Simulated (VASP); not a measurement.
Band structure of BaHfO$_{3}$ (cubic perovskite). Level of theory: r2SCAN meta-GGA, VASP's PBE PAW potentials (set 64) (plane waves; VASP).

Unless said otherwise, spin-orbit coupling is left out, though it shifts the bands of the heavy elements here.

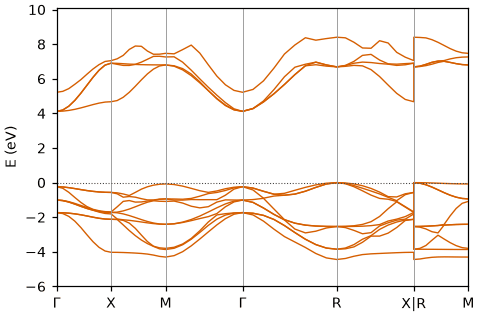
Figure: Bands along high-symmetry lines, zero at the valence-band maximum or, without a gap, the Fermi level

Problem. Read the plot: is there a gap, and where are the band edges?

Solution. The gap is indirect, 4.12 eV, from the valence maximum at R to the conduction minimum at Γ.

The compound is BaHfO3 in the cubic perovskite structure. It was relaxed first.
